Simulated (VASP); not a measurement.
```yaml
crystal:
  lattice:
    - [4.04787, 0.00000, 0.00000]
    - [-2.02394, 3.50556, 0.00000]
    - [0.00000, 0.00000, 4.25739]
  atoms:
    - { symbol: Si, position: [0.33333, 0.66667, 0.50000] }
    - { symbol: Si, position: [0.66667, 0.33333, 0.50000] }
    - { symbol: Eu, position: [0.00000, 0.00000, 0.00000] }
```

The numbers are results of PBEsol GGA, VASP's PBE PAW potentials (set 64) (plane waves; VASP 6.6.1), not measurements. Numerical set-up: 400 eV cut-off, 10×10×8 Γ-centred mesh, tetrahedra with Blöchl corrections, potentials Si Eu_2.

The 4f electrons are frozen in the core of the lanthanide potential, so 4f levels, which can set the real gap, and their magnetism are missing.

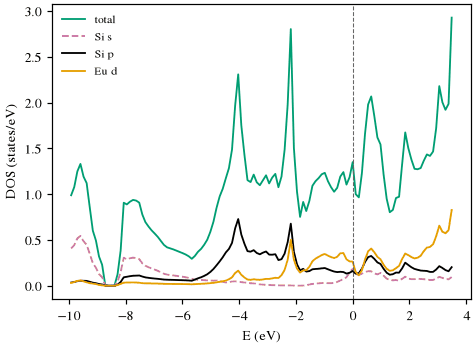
*Total and projected density of states, zero at the Fermi level*

Within 2 eV below the Fermi level the largest weight inside VASP's projection spheres is Eu d, then Si p.

It has no gap at this level: it comes out as a metal or semimetal.

The structure comes from a measured EuSi2 entry (P6/mmm) of the Crystallography Open Database, whose conditions weren't checked. It was relaxed first, which changed the volume by -5 %.
